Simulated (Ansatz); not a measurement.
```yaml
crystal:
  periodic: [false, false, false]
  atoms:
    - {symbol: Cl, position_ang: [1.530703, -0.191276, 0.805739]}
    - {symbol: Ga, position_ang: [-0.323672, -0.581923, -0.228653]}
    - {symbol: H, position_ang: [-1.203122, 0.711518, -0.582125]}
basis:
  gaussian: {orbitals: def2-TZVPP}
magnetization: {spin_polarized: true, initial_magnetization: 1}
hamiltonian: {xc: {name: B3LYP}, dispersion: d4}
```

Geometry: moved along internal coordinates away from the minimum.

What structure does this define?

Formula ClGaH. SMILES: `[Cl][GaH]`. It is an open-shell species. Coordination: 1 Ga bent.

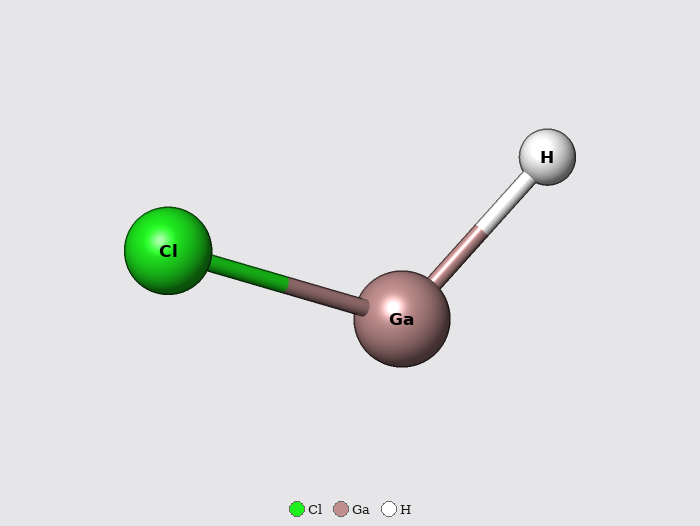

Simulated data, not a measurement (program: Ansatz).
